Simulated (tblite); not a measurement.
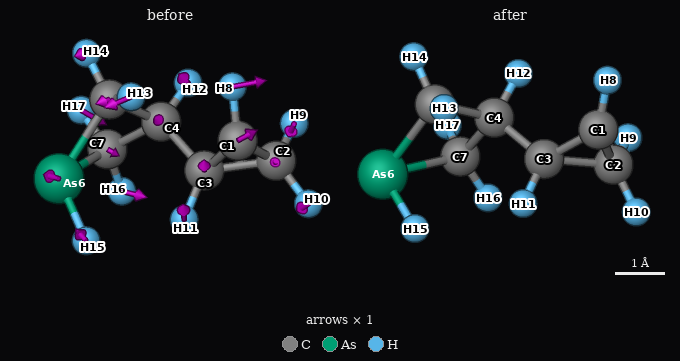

The structure of C6H10As (multiplicity 2) before (left) and after (right) a relaxation, at one scale. The purple arrows give the displacements, at their true length.

The picture is a ball-and-stick view, seen at a tilt.

Theory: tblite, GFN2-xTB geometry optimisation, gas phase. 

Summarise the run.

Answer. An H atom moves most after the best rigid fit: 0.74 Å. Largest moves by element: H 0.74 Å, As 0.56 Å, C 0.53 Å. Some distances before and after: As–C 2.997 → 3.409 Å, C–C 1.526 → 1.459 Å, C–H 1.125 → 1.070 Å, As–C 1.949 → 1.993 Å. Among the angles between lasting bonds that change: C–As–H 116.3° → 94.2°, C–As–H 114.8° → 94.3°, C–C–H 115.8° → 130.4°. Groups turn about C–C by about 35°. Over 98 geometry steps the energy falls by 151.9 kJ/mol. The run took 0.65 s on 1 thread of Arm Neoverse V1 (shared host).
